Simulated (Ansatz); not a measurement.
# C$_{2}$H$_{11}$N$_{3}$Si (SMILES CC[Si](N)(N)N): what the fields show

```xyz
17

C     1.2254   -1.7808    0.0460
C     0.6590   -0.6948   -0.8643
Si   -0.4166    0.5608    0.0208
N     0.6080    1.3166    1.1812
N    -1.1779    1.4666   -1.2304
N    -1.7280    0.0009    0.9735
H     0.4227   -2.3434    0.5307
H     1.8408   -2.4972   -0.5051
H     1.8413   -1.3533    0.8408
H     0.0594   -1.1449   -1.6631
H     1.4769   -0.1654   -1.3708
H     1.5577    1.5525    0.9441
H     0.2240    1.9819    1.8329
H    -0.6862    1.6499   -2.0896
H    -1.7970    2.2276   -1.0010
H    -2.5656   -0.3384    0.5318
H    -1.5629   -0.4390    1.8629
```

Geometry: PBE0-D4/def2-TZVP.

Level of theory: RKS PBE0-D4/def2-TZVPP in Ansatz 0.2.0.

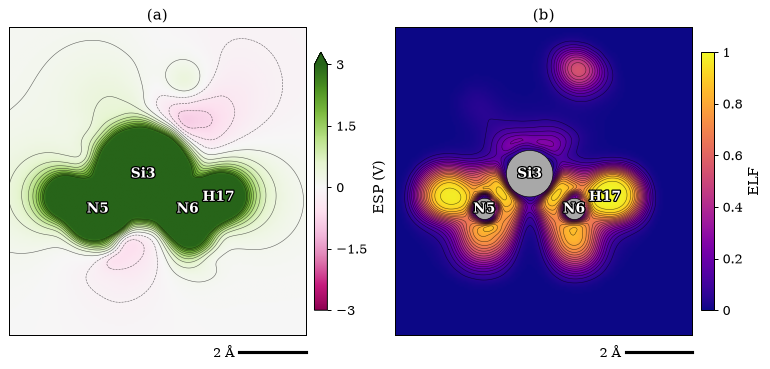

Figure 1. (a) electrostatic potential; (b) ELF on the plane of atoms N5, Si3 and N6. Grey discs cover the atomic cores in the ELF map.

> What do the fields say about this system?

The section cuts through Si, N and H sites.
Si–N (1.71 Å): the ELF peaks at about 0.90 between the atoms; a polar covalent bond.
N–H (1.01 Å): the ELF climbs to about 1 towards the hydrogen, as it does in any bond to H; a covalent bond by its length.
Outside the dense part of the molecule the potential is most negative (−0.9 V) near H9, which lies off the plane.

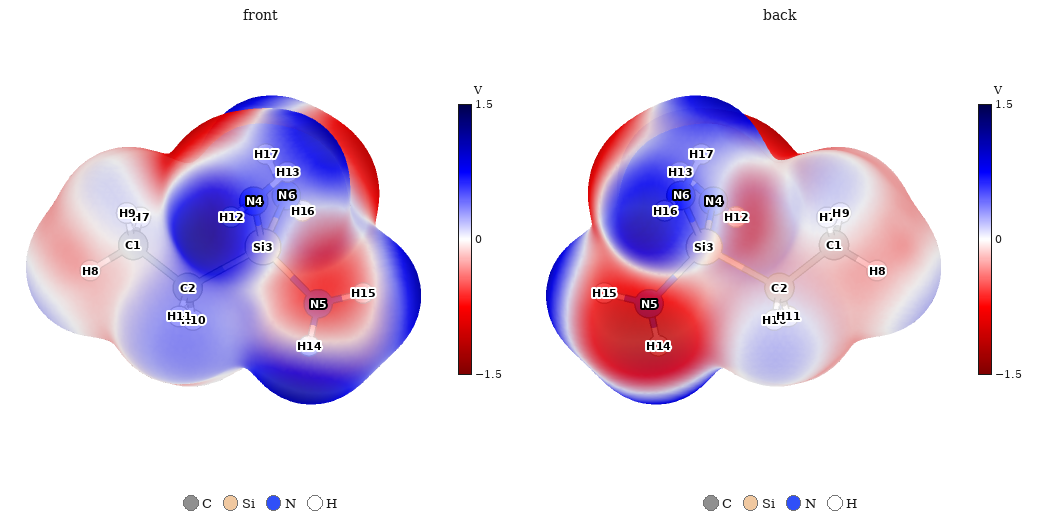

Figure 2. The molecular electrostatic potential painted on the density surface at 0.001 e/bohr³, seen from the front and from behind; the colour scale runs from red (negative) to blue (positive).

> Which sites attract a positive test charge, and which a negative one?

A positive charge is drawn to the negative regions and a negative charge to the positive ones. The most negative region (about −1.1 V) lies over N4 and N5, the most positive (about +1.1 V) over H12 and H14.

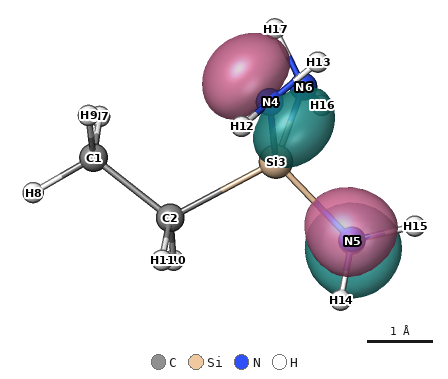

Figure 3. The HOMO at ±0.2 Å⁻³ᐟ² (teal and pink are the two phases), seen across its widest extent.

> What is the character of this orbital?

Its weight (Hirshfeld) is mainly on N4 (about 40 %) and N5 (about 40 %); largely a combination of lone pairs on N4 and N5. Its energy is −6.72 eV.
